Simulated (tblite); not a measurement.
Run report: C$_{6}$H$_{15}$NSi, geometry relaxation (part 3 of 3)

Continued. System: C$_{6}$H$_{15}$NSi, SMILES C=CN(C[SiH3])C(C)C. Method: GFN2-xTB geometry optimisation, gas phase (tblite 0.8.0). It belongs to a series of runs on one base structure; here: Si replaced by C.

Geometry of the input (Å):
```
C  0.1716  2.4674  0.0409
C  0.3232  1.2737  0.5107
N  0.1703  0.0760  -0.2399
C  1.2304  -0.3263  -1.1443
Si 2.7230  -0.5898  -0.0285
C  -1.0323  -0.7496  -0.1819
C  -2.2038  0.0970  -0.5996
C  -1.2602  -1.3095  1.2017
H  -0.1143  2.6903  -0.9884
H  0.3115  3.3211  0.7172
H  0.6075  1.1341  1.5610
H  0.9057  -1.2919  -1.6324
H  1.4082  0.4479  -1.8925
H  3.9937  -0.3215  -0.7048
H  2.5645  0.2579  1.1854
H  2.6278  -1.9912  0.4573
H  -0.9292  -1.5603  -0.9448
H  -3.0186  -0.1099  0.1466
H  -1.9787  1.1788  -0.5834
H  -2.5870  -0.2555  -1.5817
H  -2.3488  -1.4629  1.4279
H  -0.8345  -0.6682  2.0072
H  -0.7349  -2.2805  1.2761
```

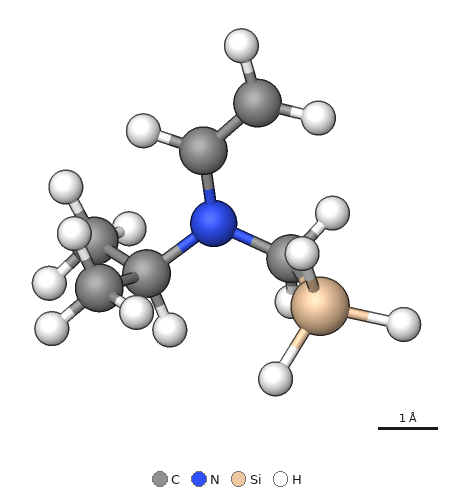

Figure 1. The geometry at step 122 of the log (ball-and-stick view, seen at a tilt).

Trajectory as extended XYZ, continued
```
23
Properties=species:S:1:pos:R:3:forces:R:3 step=94 energy=-683.60481
C     0.8451    2.4335    0.2393    0.0190   0.0230   0.0010
C    -0.0851    1.4799    0.2546    0.0140  -0.0150  -0.0100
N    -0.0751    0.2931   -0.4247    0.0010  -0.0010  -0.0160
C     1.0908   -0.0814   -1.1929    0.0060   0.0080  -0.0050
Si    2.5682   -0.7133   -0.1444    0.0010  -0.0080  -0.0180
C    -1.0554   -0.7251   -0.1085    0.0150  -0.0140   0.0070
C    -2.4622   -0.2792   -0.5217   -0.0010  -0.0260   0.0210
C    -1.0242   -1.1373    1.3668    0.0030  -0.0170   0.0120
H     1.7675    2.3609   -0.3060    0.0020  -0.0010  -0.0110
H     0.6903    3.3428    0.7896   -0.0130   0.0110   0.0040
H    -0.9838    1.6381    0.8337   -0.0090   0.0040   0.0000
H     0.7928   -0.8525   -1.9095   -0.0170   0.0190   0.0140
H     1.3875    0.7848   -1.7908    0.0170   0.0020   0.0170
H     3.7142   -0.8554   -1.0442    0.0050  -0.0070   0.0040
H     2.8770    0.2074    0.9436   -0.0230   0.0030   0.0120
H     2.2212   -2.0232    0.4163   -0.0040   0.0000  -0.0110
H    -0.7928   -1.6029   -0.7090    0.0100  -0.0130  -0.0110
H    -3.1551   -1.1121   -0.4337   -0.0070  -0.0050  -0.0120
H    -2.8192    0.5279    0.1114    0.0020   0.0320   0.0040
H    -2.4556    0.0672   -1.5521   -0.0090  -0.0040  -0.0090
H    -1.6655   -2.0006    1.5246   -0.0190  -0.0090   0.0040
H    -1.3742   -0.3285    2.0025    0.0070   0.0100   0.0140
H    -0.0110   -1.3972    1.6654    0.0000   0.0100  -0.0100
23
Properties=species:S:1:pos:R:3:forces:R:3 step=101 energy=-683.60605
C     0.8423    2.4402    0.2418    0.0020  -0.0010  -0.0090
C    -0.0895    1.4877    0.2456   -0.0130   0.0000   0.0010
N    -0.0756    0.2976   -0.4276   -0.0030  -0.0010   0.0060
C     1.0932   -0.0772   -1.1903   -0.0170   0.0010  -0.0170
Si    2.5640   -0.7261   -0.1463   -0.0080  -0.0030  -0.0120
C    -1.0511   -0.7258   -0.1056    0.0090   0.0060   0.0130
C    -2.4606   -0.2861   -0.5194    0.0110  -0.0100   0.0010
C    -1.0155   -1.1335    1.3719    0.0000  -0.0010  -0.0040
H     1.7735    2.3611   -0.2872    0.0090   0.0120  -0.0030
H     0.6762    3.3535    0.7832    0.0030  -0.0050  -0.0090
H    -0.9986    1.6539    0.8053   -0.0200  -0.0010   0.0240
H     0.7875   -0.8380   -1.9132    0.0120  -0.0090  -0.0230
H     1.4024    0.7909   -1.7786   -0.0110   0.0130   0.0100
H     3.7084   -0.8553   -1.0493    0.0180  -0.0080   0.0150
H     2.8616    0.1793    0.9573   -0.0090   0.0060   0.0110
H     2.2098   -2.0414    0.3930    0.0010  -0.0290   0.0010
H    -0.7849   -1.6061   -0.7029    0.0020   0.0230   0.0010
H    -3.1539   -1.1188   -0.4321    0.0090  -0.0090   0.0080
H    -2.8201    0.5245    0.1082    0.0070   0.0120   0.0170
H    -2.4547    0.0575   -1.5507    0.0000  -0.0050  -0.0180
H    -1.6611   -1.9941    1.5339    0.0100   0.0170   0.0050
H    -1.3576   -0.3211    2.0088    0.0100  -0.0090  -0.0150
H    -0.0006   -1.3958    1.6644   -0.0210   0.0020  -0.0050
23
Properties=species:S:1:pos:R:3:forces:R:3 step=108 energy=-683.60883
C     0.8320    2.4524    0.2364   -0.0070   0.0030   0.0110
C    -0.0972    1.4972    0.2363   -0.0040  -0.0080   0.0060
N    -0.0764    0.3042   -0.4318    0.0050  -0.0030   0.0060
C     1.0916   -0.0695   -1.1961    0.0170   0.0030   0.0080
Si    2.5437   -0.7558   -0.1496    0.0180   0.0050   0.0140
C    -1.0409   -0.7259   -0.1021   -0.0010  -0.0010   0.0050
C    -2.4529   -0.2977   -0.5165    0.0180   0.0030  -0.0290
C    -0.9987   -1.1226    1.3773   -0.0040   0.0110  -0.0020
H     1.7724    2.3776   -0.2767    0.0010  -0.0050  -0.0170
H     0.6538    3.3665    0.7715    0.0070   0.0170   0.0020
H    -1.0103    1.6650    0.7914    0.0080  -0.0130  -0.0090
H     0.7846   -0.8063   -1.9438   -0.0010   0.0180  -0.0060
H     1.4170    0.8132   -1.7506    0.0020   0.0100  -0.0380
H     3.7161   -0.8563   -1.0234   -0.0230   0.0060   0.0360
H     2.7930    0.1305    0.9841    0.0060  -0.0320  -0.0110
H     2.1925   -2.0921    0.3436   -0.0030   0.0090  -0.0110
H    -0.7638   -1.6052   -0.6962   -0.0290   0.0100   0.0130
H    -3.1427   -1.1309   -0.4151   -0.0120  -0.0130   0.0260
H    -2.8085    0.5240    0.1001   -0.0050  -0.0210  -0.0160
H    -2.4494    0.0257   -1.5552   -0.0130   0.0120   0.0130
H    -1.6650   -1.9623    1.5592   -0.0030  -0.0010  -0.0100
H    -1.3074   -0.2945    2.0106    0.0000  -0.0030  -0.0100
H     0.0117   -1.4102    1.6566    0.0220  -0.0060   0.0200
23
Properties=species:S:1:pos:R:3:forces:R:3 step=115 energy=-683.61019
C     0.8260    2.4608    0.2371   -0.0060   0.0000  -0.0040
C    -0.1011    1.5036    0.2310   -0.0060  -0.0080   0.0040
N    -0.0731    0.3094   -0.4347   -0.0080   0.0060  -0.0120
C     1.0947   -0.0595   -1.2025   -0.0010  -0.0060   0.0100
Si    2.5290   -0.7737   -0.1501    0.0070   0.0080   0.0030
C    -1.0330   -0.7241   -0.0999   -0.0010   0.0030  -0.0090
C    -2.4485   -0.3079   -0.5157    0.0050   0.0120  -0.0010
C    -0.9854   -1.1131    1.3812   -0.0010   0.0150  -0.0050
H     1.7697    2.3836   -0.2701    0.0020   0.0040  -0.0080
H     0.6425    3.3785    0.7649    0.0070  -0.0030   0.0010
H    -1.0197    1.6676    0.7778    0.0080   0.0050   0.0010
H     0.7831   -0.7816   -1.9624    0.0020  -0.0050  -0.0030
H     1.4272    0.8281   -1.7462   -0.0010  -0.0070   0.0020
H     3.7199   -0.8541   -0.9962    0.0110   0.0050  -0.0030
H     2.7568    0.0863    1.0066    0.0020  -0.0140   0.0130
H     2.1756   -2.1229    0.3041   -0.0170   0.0090  -0.0090
H    -0.7582   -1.6062   -0.6894    0.0150   0.0040  -0.0050
H    -3.1324   -1.1450   -0.4014   -0.0010   0.0040   0.0020
H    -2.8092    0.5173    0.0925   -0.0060  -0.0070   0.0120
H    -2.4510    0.0089   -1.5562   -0.0070  -0.0140   0.0020
H    -1.6664   -1.9386    1.5724    0.0060  -0.0100  -0.0010
H    -1.2736   -0.2753    2.0100   -0.0180   0.0120   0.0100
H     0.0221   -1.4151    1.6572    0.0060  -0.0130   0.0020
23
Properties=species:S:1:pos:R:3:forces:R:3 step=122 energy=-683.61102
C     0.8242    2.4656    0.2347    0.0000   0.0030  -0.0010
C    -0.1030    1.5086    0.2264    0.0020   0.0080  -0.0060
N    -0.0742    0.3160   -0.4424   -0.0030   0.0050   0.0030
C     1.0968   -0.0542   -1.2052   -0.0060   0.0080   0.0030
Si    2.5229   -0.7809   -0.1495   -0.0170   0.0020   0.0000
C    -1.0273   -0.7210   -0.1004   -0.0020  -0.0010  -0.0070
C    -2.4468   -0.3154   -0.5124   -0.0070   0.0000   0.0010
C    -0.9779   -1.1050    1.3823    0.0010   0.0010  -0.0050
H     1.7687    2.3881   -0.2708    0.0050   0.0020  -0.0060
H     0.6410    3.3833    0.7627    0.0030  -0.0040   0.0010
H    -1.0235    1.6726    0.7698    0.0080   0.0040   0.0040
H     0.7850   -0.7712   -1.9703    0.0100  -0.0080   0.0060
H     1.4338    0.8339   -1.7447    0.0040   0.0040   0.0050
H     3.7254   -0.8471   -0.9806    0.0000   0.0030   0.0030
H     2.7369    0.0483    1.0321    0.0020   0.0050   0.0030
H     2.1504   -2.1347    0.2733    0.0030  -0.0120  -0.0060
H    -0.7458   -1.6018   -0.6883   -0.0060  -0.0150  -0.0010
H    -3.1237   -1.1572   -0.3901   -0.0030   0.0020  -0.0030
H    -2.8123    0.5089    0.0945    0.0070  -0.0060  -0.0010
H    -2.4575   -0.0053   -1.5548   -0.0040  -0.0030   0.0040
H    -1.6631   -1.9264    1.5773    0.0020  -0.0080  -0.0060
H    -1.2624   -0.2633    2.0081   -0.0020   0.0010   0.0070
H     0.0275   -1.4149    1.6584    0.0030   0.0110   0.0010
23
Properties=species:S:1:pos:R:3:forces:R:3 step=130 energy=-683.61143
C     0.8257    2.4681    0.2302    0.0040  -0.0040   0.0000
C    -0.1020    1.5114    0.2244    0.0040   0.0020  -0.0070
N    -0.0775    0.3198   -0.4472    0.0020   0.0000   0.0010
C     1.0970   -0.0509   -1.2042    0.0020  -0.0020  -0.0010
Si    2.5169   -0.7836   -0.1453    0.0010  -0.0050  -0.0050
C    -1.0266   -0.7207   -0.1023   -0.0020   0.0010   0.0040
C    -2.4480   -0.3194   -0.5112   -0.0070  -0.0020   0.0020
C    -0.9750   -1.1028    1.3808   -0.0030  -0.0010   0.0030
H     1.7681    2.3931   -0.2804   -0.0070   0.0000   0.0030
H     0.6452    3.3838    0.7627    0.0030  -0.0030  -0.0040
H    -1.0190    1.6764    0.7731   -0.0020  -0.0030   0.0030
H     0.7910   -0.7691   -1.9704   -0.0070   0.0020  -0.0030
H     1.4375    0.8374   -1.7408    0.0020  -0.0010  -0.0020
H     3.7238   -0.8411   -0.9706    0.0020   0.0020   0.0010
H     2.7281    0.0354    1.0435   -0.0060   0.0030   0.0090
H     2.1434   -2.1436    0.2575    0.0050  -0.0030   0.0030
H    -0.7442   -1.6028   -0.6883    0.0000   0.0040  -0.0040
H    -3.1243   -1.1612   -0.3847    0.0050   0.0030   0.0010
H    -2.8101    0.5053    0.0966   -0.0070   0.0060  -0.0020
H    -2.4642   -0.0115   -1.5540    0.0020   0.0010   0.0010
H    -1.6581   -1.9262    1.5755    0.0110  -0.0120  -0.0030
H    -1.2639   -0.2627    2.0071    0.0010   0.0050   0.0010
H     0.0316   -1.4081    1.6580   -0.0040   0.0080  -0.0030
23
Properties=species:S:1:pos:R:3:forces:R:3 step=137 energy=-683.61186
C     0.8323    2.4681    0.2260   -0.0090   0.0030  -0.0030
C    -0.0983    1.5142    0.2234   -0.0010  -0.0100  -0.0040
N    -0.0794    0.3227   -0.4483    0.0010  -0.0070  -0.0110
C     1.0952   -0.0513   -1.2039    0.0080  -0.0020  -0.0010
Si    2.5124   -0.7846   -0.1405   -0.0020  -0.0050  -0.0030
C    -1.0289   -0.7176   -0.1028    0.0010  -0.0020   0.0030
C    -2.4520   -0.3187   -0.5087   -0.0030   0.0000   0.0040
C    -0.9738   -1.1043    1.3792    0.0080   0.0010  -0.0010
H     1.7706    2.3934   -0.2914    0.0070  -0.0090   0.0010
H     0.6567    3.3843    0.7587   -0.0030   0.0050   0.0050
H    -1.0125    1.6799    0.7760   -0.0110   0.0030   0.0130
H     0.7886   -0.7681   -1.9717   -0.0010   0.0030   0.0100
H     1.4390    0.8361   -1.7400   -0.0010  -0.0040   0.0000
H     3.7238   -0.8336   -0.9595    0.0070   0.0060  -0.0020
H     2.7147    0.0292    1.0547   -0.0110  -0.0080  -0.0080
H     2.1454   -2.1501    0.2510    0.0000   0.0060   0.0050
H    -0.7462   -1.5970   -0.6927   -0.0050  -0.0030   0.0030
H    -3.1254   -1.1624   -0.3790    0.0040   0.0020  -0.0020
H    -2.8173    0.5060    0.0975    0.0100   0.0040   0.0000
H    -2.4703   -0.0134   -1.5520   -0.0020   0.0040  -0.0030
H    -1.6363   -1.9458    1.5700    0.0040   0.0150  -0.0080
H    -1.2818   -0.2721    2.0071   -0.0050  -0.0080   0.0010
H     0.0389   -1.3878    1.6570    0.0040   0.0070   0.0000
23
Properties=species:S:1:pos:R:3:forces:R:3 step=144 energy=-683.61217
C     0.8331    2.4683    0.2226    0.0010  -0.0010   0.0060
C    -0.0986    1.5155    0.2221    0.0010  -0.0030   0.0020
N    -0.0816    0.3255   -0.4528    0.0000  -0.0010  -0.0040
C     1.0945   -0.0514   -1.2048    0.0010  -0.0020  -0.0030
Si    2.5079   -0.7895   -0.1399   -0.0040   0.0010   0.0060
C    -1.0290   -0.7154   -0.1039    0.0020  -0.0010   0.0000
C    -2.4535   -0.3190   -0.5071    0.0030   0.0020   0.0020
C    -0.9682   -1.1009    1.3781   -0.0020  -0.0030  -0.0010
H     1.7710    2.3901   -0.2953    0.0000   0.0000   0.0010
H     0.6619    3.3842    0.7577   -0.0040   0.0010   0.0010
H    -1.0105    1.6814    0.7792   -0.0020  -0.0040  -0.0060
H     0.7865   -0.7663   -1.9733    0.0020  -0.0020   0.0000
H     1.4426    0.8353   -1.7390   -0.0030  -0.0040  -0.0040
H     3.7259   -0.8237   -0.9501    0.0000   0.0020   0.0010
H     2.6938    0.0156    1.0635   -0.0010   0.0020  -0.0010
H     2.1453   -2.1578    0.2449    0.0010   0.0000  -0.0060
H    -0.7481   -1.5956   -0.6936    0.0030  -0.0010   0.0030
H    -3.1244   -1.1643   -0.3754   -0.0030   0.0070   0.0020
H    -2.8183    0.5065    0.0982    0.0050   0.0010   0.0050
H    -2.4748   -0.0149   -1.5509    0.0010   0.0010  -0.0010
H    -1.6190   -1.9515    1.5664    0.0000  -0.0010   0.0030
H    -1.2898   -0.2751    2.0076    0.0020  -0.0010  -0.0050
H     0.0485   -1.3701    1.6559   -0.0040   0.0080  -0.0010
```

Summary

```csv
quantity,value
outcome,converged
total energy,−683.6122 eV
hardware,"1 CPU thread, shared host"
wall time,1.3 s
peak memory,0.18 GiB
```
